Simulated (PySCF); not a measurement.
# [Bi(NH2)]2+: other functionals and bases at one geometry

Aim: see how levels, charges and forces of [Bi(NH2)]2+ depend on the level of theory. The structure is generated, not taken from experiment.

Program: PySCF 2.14.0. Level of theory: several levels, as the steps say, no spin–orbit coupling. These are calculated values, not measurements.

2 further runs of the same task are left out: 2 for a known fault of the program.

## 1. Starting geometry

4 atoms, charge 2, spin multiplicity 1.

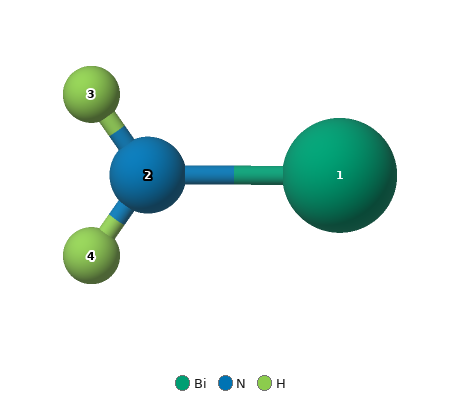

The structure; bismuth teal, nitrogen blue, hydrogen green; atoms are numbered from 1 in the order of the file.

Geometry (Å):

```xyz
4

Bi    0.0000    0.0000   -0.0803
N     0.0000    0.0000    1.9390
H     0.8517    0.0000    2.5337
H    -0.8517    0.0000    2.5337
```

Formal oxidation states: Bi +3. An earlier session relaxed this geometry at PBE0, Bi def2-SVP with ECP60, N def2-SVP, H def2-SVP (singlet, point group C2v).

At PBE0 on the finer grid: E = -269.659422 Eh, HOMO -20.76 eV, LUMO -16.84 eV, Mulliken charge on Bi1 +1.79 e, largest force component 0.005 eV/Å. 

Levels to run: wB97X; HF; BP86; B3LYP; PBE0, TZVP; PBE0, x2c-SVP. Hardware: 2 threads of Arm Neoverse V2, shared host.

## 2. wB97X

Contents of run.py (the lines that set the calculation):

```python
mol = gto.M(atom='''
Bi     0.00000     0.00000    -0.08033
N      0.00000     0.00000     1.93897
H      0.85172     0.00000     2.53367
H     -0.85172     0.00000     2.53367''',
    basis={'Bi': 'def2-SVP', 'N': 'def2-SVP', 'H': 'def2-SVP'},
    ecp={'Bi': 'def2-SVP'},
    charge=2, spin=0)
mf = dft.RKS(mol, xc='WB97X')
mf.grids.atom_grid = (75, 302)
mf = mf.density_fit()  # fitting sets: Bi def2-universal-JKFIT, N def2-universal-JKFIT, H def2-universal-JKFIT
mf.conv_tol = 1e-08; mf.max_cycle = 55
mf.kernel(dm0)  # dm0: the density of the relaxed state
```

On the command line:

```
> OMP_NUM_THREADS=2 python run.py
```

## 3. HF

run.py (the lines that set the calculation), as its differences from that of step 2:

```diff
@@ -8,4 +8,3 @@
     charge=2, spin=0)
-mf = dft.RKS(mol, xc='WB97X')
-mf.grids.atom_grid = (75, 302)
+mf = scf.RHF(mol)
 mf = mf.density_fit()  # fitting sets: Bi def2-universal-JKFIT, N def2-universal-JKFIT, H def2-universal-JKFIT
```

## 4. BP86

run.py (the lines that set the calculation), as its differences from that of step 3:

```diff
@@ -8,3 +8,4 @@
     charge=2, spin=0)
-mf = scf.RHF(mol)
+mf = dft.RKS(mol, xc='B88,P86')
+mf.grids.atom_grid = (75, 302)
 mf = mf.density_fit()  # fitting sets: Bi def2-universal-JKFIT, N def2-universal-JKFIT, H def2-universal-JKFIT
```

## 5. B3LYP

run.py (the lines that set the calculation), as its differences from that of step 4:

```diff
@@ -8,3 +8,3 @@
     charge=2, spin=0)
-mf = dft.RKS(mol, xc='B88,P86')
+mf = dft.RKS(mol, xc='B3LYP')
 mf.grids.atom_grid = (75, 302)
```

## 6. PBE0, TZVP

Basis: Bi def2-TZVP with ECP60, N def2-TZVP, H def2-TZVP. 

Contents of run.py (the lines that set the calculation):

```python
mol = gto.M(atom='''
Bi     0.00000     0.00000    -0.08033
N      0.00000     0.00000     1.93897
H      0.85172     0.00000     2.53367
H     -0.85172     0.00000     2.53367''',
    basis={'Bi': 'def2-TZVP', 'N': 'def2-TZVP', 'H': 'def2-TZVP'},
    ecp={'Bi': 'def2-TZVP'},
    charge=2, spin=0)
mf = dft.RKS(mol, xc='PBE0')
mf.grids.atom_grid = (75, 302)
mf = mf.density_fit()  # fitting sets: Bi def2-universal-JKFIT, N def2-universal-JKFIT, H def2-universal-JKFIT
mf.conv_tol = 1e-08; mf.max_cycle = 55
mf.kernel(dm0)  # dm0: free metal ions and neutral atoms
```

## 7. PBE0, x2c-SVP

Basis: Bi x2c-SVPall, N x2c-SVPall, H x2c-SVPall. All electrons are treated, with the spin-free X2C Hamiltonian.

Contents of run.py (the lines that set the calculation):

```python
mol = gto.M(atom='''
Bi     0.00000     0.00000    -0.08033
N      0.00000     0.00000     1.93897
H      0.85172     0.00000     2.53367
H     -0.85172     0.00000     2.53367''',
    basis={'Bi': 'x2c-SVPall', 'N': 'x2c-SVPall', 'H': 'x2c-SVPall'},
    nucmod='G',
    charge=2, spin=0)
mf = dft.RKS(mol, xc='PBE0')
mf.grids.atom_grid = (99, 590)
mf = mf.density_fit()  # fitting sets: Bi AutoAux, N AutoAux, H AutoAux
mf = mf.sfx2c1e()
mf.conv_tol = 1e-08; mf.max_cycle = 55
mf.kernel(dm0)  # dm0: free metal ions and neutral atoms
```

**Question.** What will these runs give? Wanted: for each run, HOMO; gap; charge on Bi1; dipole; largest force.

As calculated:

| level | state | HOMO (eV) | gap (eV) | charge on Bi1 (e) | dipole (D) | largest force (eV/Å) | basis functions | time |
| --- | --- | --- | --- | --- | --- | --- | --- | --- |
| PBE0 (relaxed here) | singlet | -20.76 | 3.91 | 1.79 | 3.12 | 0.00 | 50 | 1.5 s |
| wB97X | singlet | -22.99 | 8.27 | 1.80 | 2.88 | 0.44 | 50 | 1 s |
| HF | singlet | -23.22 | 9.65 | 1.95 | 2.25 | 1.02 | 50 | 0.4 s |
| BP86 | singlet | -19.82 | 1.99 | 1.73 | 3.48 | 0.79 | 50 | 1 s |
| B3LYP | singlet | -20.58 | 3.40 | 1.76 | 3.25 | 0.43 | 50 | 0.8 s |
| PBE0, TZVP | singlet | -20.69 | 3.90 | 1.79 | 3.16 | 0.92 | 93 | 2.9 s |
| PBE0, x2c-SVP | singlet | -20.76 | 3.89 | 1.83 | 3.10 | 0.37 | 86 | 8.1 s |

Times are on 2 threads of Arm Neoverse V2, shared host; the first row also made further properties. The dipole of a charged species depends on the origin, so these sizes hold for this origin alone.

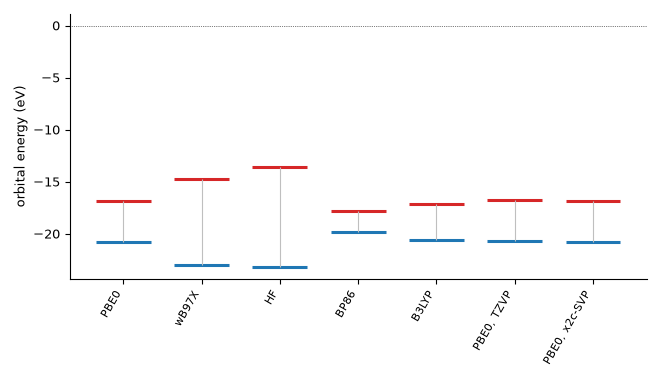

Highest filled and lowest empty level, method by method.

In one basis the HOMO–LUMO gap runs from 1.99 eV (BP86) to 9.65 eV (HF). The largest leftover force, 1.02 eV/Å with HF, stands at a geometry relaxed at another level. The Mulliken charge on Bi spans +1.73 to +1.95 e over the levels. Total energies of different levels can't be compared. Spin–orbit coupling is left out throughout.
